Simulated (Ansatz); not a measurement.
Input file:

```
crystal:
  periodic: [false, false, false]
  atoms:
    - { symbol: Sn, position_ang: [0.231975, 0.041458, -0.085271] }
    - { symbol: H, position_ang: [0.124053, 0.246354, 1.638033] }
    - { symbol: H, position_ang: [1.869871, -0.146051, -0.524803] }
    - { symbol: H, position_ang: [-0.50293, 1.402997, -0.811771] }
    - { symbol: O, position_ang: [-0.699819, -1.655834, -0.524524] }
    - { symbol: H, position_ang: [-1.561034, -1.65748, -0.086271] }
    - { symbol: F, position_ang: [-2.420053, -0.30266, 1.426451] }
    - { symbol: H, position_ang: [-1.664863, -0.163284, 1.943857] }
basis:
  gaussian: { orbitals: def2-SVP }
hamiltonian:
  xc: pbe0
relax:
  f_tol: 0.03
  max_steps: 50
output:
  orbitals: {}
```

Command:

```sh
ansatz run input.yaml --threads 1 --pin off --max-ram 2048MiB --backend cpu --events-out ev --progress --plain --runs-dir out
```

The fields are those of the run's last geometry, not of the input's.

Core potentials replace the inner electrons of Sn.

Computed with RKS PBE0/def2-SVP (Ansatz).

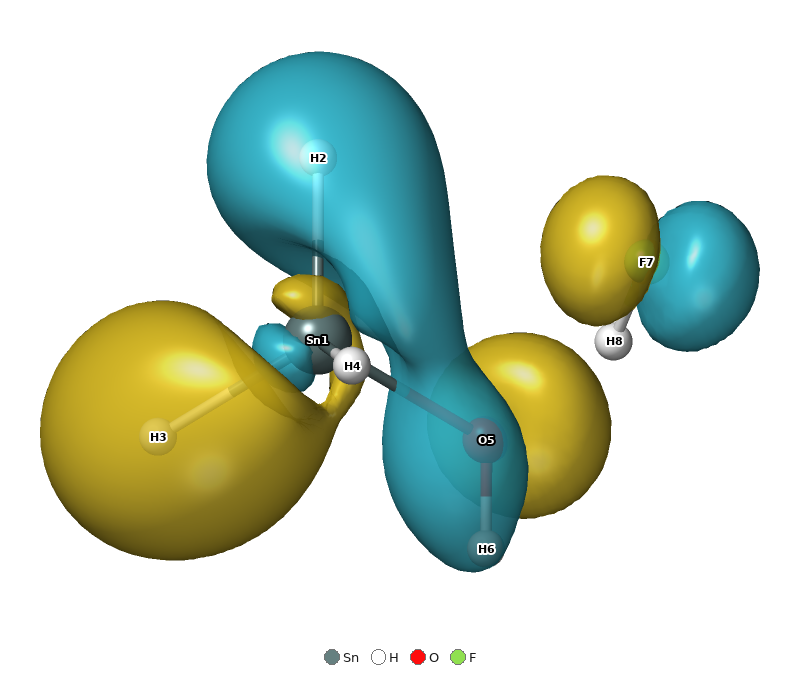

H4OSn···HF. The HOMO−1 at ±0.1 Å⁻³ᐟ² (yellow and cyan are the two phases), seen at a tilt.

Where does this orbital lie, and at what energy?

Answer. Its weight (Hirshfeld) is mainly on Sn1 (about 30 %), H3 (about 20 %), O5 (about 20 %), H2 (about 15 %) and F7 (about 10 %). Its energy is −9.24 eV.
